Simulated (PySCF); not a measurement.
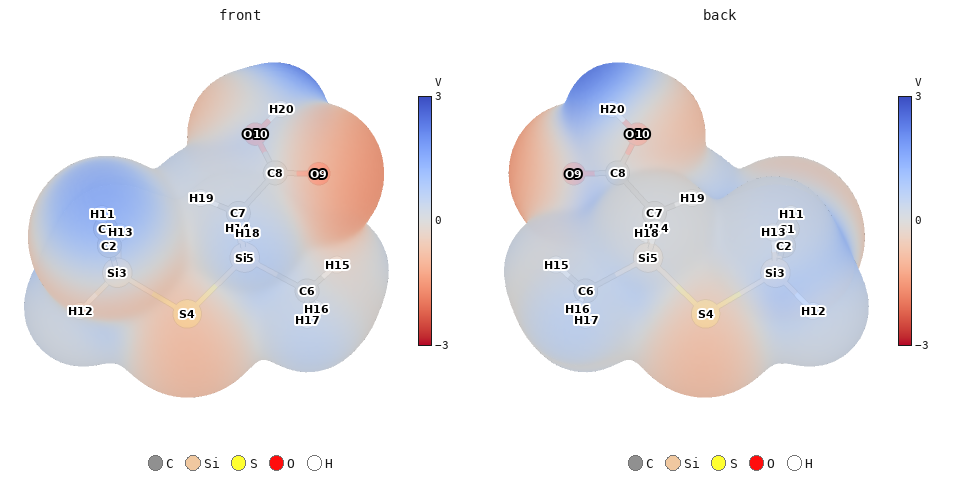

*C$_{5}$H$_{10}$O$_{2}$SSi$_{2}$. The molecular electrostatic potential painted on the density surface at 0.001 e/bohr³, seen from the front and from behind; the colour scale runs from red (negative) to blue (positive).*

Geometry: GFN2-xTB.

These are results of PBE0/pcSseg-1, SCF density, gas phase, non-relativistic (PySCF), not measurements.

Input

```
{"job": {"kind": "nmr", "xc": "PBE0", "basis": "pcSseg-1"}, "charge": 0, "multiplicity": 1}
C      3.428480     1.406941    -0.393443
C      3.104290     0.252090    -0.299834
Si     2.555731    -1.511082    -0.214419
S      0.838740    -1.775762    -1.507692
Si    -0.802690    -0.866579    -0.456617
C     -2.316244    -0.964903    -1.583087
C     -0.383418     0.964605    -0.073054
C     -1.484963     1.465452     0.776406
O     -2.530880     1.920658     0.389497
O     -1.230254     1.289825     2.087202
H      3.718623     2.415950    -0.469821
H      3.551319    -2.399736    -0.791740
H      2.157838    -1.822746     1.155583
H     -0.969948    -1.580770     0.813378
H     -3.092797    -0.293636    -1.228166
H     -2.724194    -1.970560    -1.618696
H     -2.062734    -0.678809    -2.600771
H     -0.338960     1.533209    -0.998729
H      0.564480     1.040516     0.453520
H     -1.987568     1.586014     2.615435
```

Command:

```sh
OMP_NUM_THREADS=1 python probes_run.py task.json out
```

### Which sites attract a positive test charge, and which a negative one?

A positive charge is drawn to the negative regions and a negative charge to the positive ones. The most negative region (about −1.4 V) lies over O9, the most positive (about +2.0 V) over H20. O9 is the likeliest acceptor of a hydrogen bond.
